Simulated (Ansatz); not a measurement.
# NS (charge -1): test of scalar relativity from a Python script

Aim: a test of scalar relativity, for NS (charge -1), run from a script.

Program: Ansatz 0.2.0, driven from Python. The levels of theory stand in the script. These are calculated values, not measurements.

### Step 1. Starting point

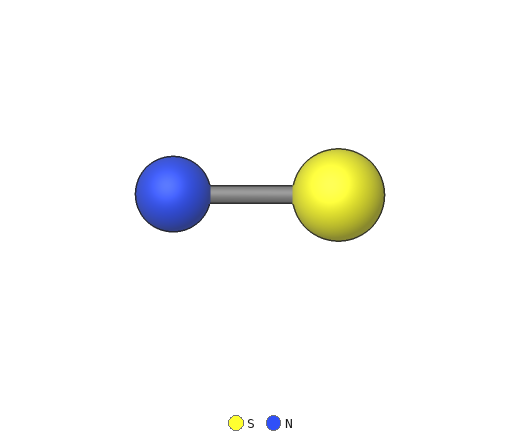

The starting structure, viewed from a chosen angle; sulfur yellow, nitrogen blue.

The script holds or builds the structure itself.

### Step 2. The code

The input, ns.py:

```python
# -*- coding: utf-8 -*-
'''Scalar relativity in NS(-).'''

import ansatz as az
import numpy as np

params = {
    'functional': 'B3LYP',
    'charge': -1,
}


def main():
    geometry_ang = [
        ('S', (0.0, 0.0, 0.0)),
        ('N', (0.0, 0.0, 1.74)),
    ]
    molecule = az.Crystal.molecule()
    for symbol, xyz in geometry_ang:
        molecule = molecule.atom(symbol, xyz)

    calc = (
        molecule.calculation()
        .functional(params['functional'])
        .charge(params['charge'])  # electrons removed from the neutral system
        .spin('collinear', total=2)  # spin-polarised run
        .forces()  # minus the gradient of the free energy
    )
    # a set contracted for a scalar-relativistic Hamiltonian goes with the relativistic run
    sets = {'none': 'cc-pVTZ', 'scalar': 'cc-pVTZ-DK'}
    found = {kind: calc.basis(gaussian=basis).pseudopotentials(relativity=kind).run(threads=1, backend='cpu').report for kind, basis in sets.items()}
    for kind, each in found.items():
        dipole = 4.803205 * np.linalg.norm(each['charge_distribution']['dipole_moment_e_ang'])
        print(f'{kind:7s} E = {each["free_energy_ev"]:.4f} eV  dipole {dipole:.3f} D  largest force component {np.abs(each["forces_ev_ang"]).max():.4f} eV/A')
    print(f'relativity lowers the total energy by {found["none"]["free_energy_ev"] - found["scalar"]["free_energy_ev"]:.3f} eV')


if __name__ == '__main__':
    main()
```

### Step 3. The run

Run with:

```
python ns.py
```

Log:

```text
none    E = -12325.4271 eV  dipole 1.211 D  largest force component 2.6753 eV/A
scalar  E = -12355.8916 eV  dipole 1.219 D  largest force component 2.6570 eV/A
relativity lowers the total energy by 30.465 eV
```

It took 2.4 s on 1 thread of AMD EPYC 7B13 (Zen 3), shared host; peak memory 0.19 GiB.

### Step 4. What each run gave

The 2 runs, in the order started:

```csv
run,basis,relativity,energy (eV),<S²>,SCF cycles,CPU time (s)
1,cc-pVTZ,none,-12325.4271,2.01,17,0.9
2,cc-pVTZ-DK,scalar,-12355.8916,2.01,17,0.97
```

### Step 5. Summary of results

```
                                 quantity      value
relativistic lowering of the total energy  30.465 eV
                            runs compared          2
```

In words: Both runs converged. What to keep in mind:
- The geometry is a force-field or estimated start, not a minimum of this method. The basis set changes with the Hamiltonian (a set recontracted for scalar relativity), and most of the change in the total lies in the cores.
- The run takes the species as open-shell (spin multiplicity 3), which needn't be its ground state.
- An ion's dipole depends on the origin; the program takes it about the centre of nuclear charge.
- b3lyp holds the VWN-RPA fit, as in Gaussian; the form of ORCA and Turbomole is b3lyp5.
- The spin state was assumed, and another may lie lower.
- Anions want diffuse functions, which this basis lacks. The dipole of an ion depends on the origin.
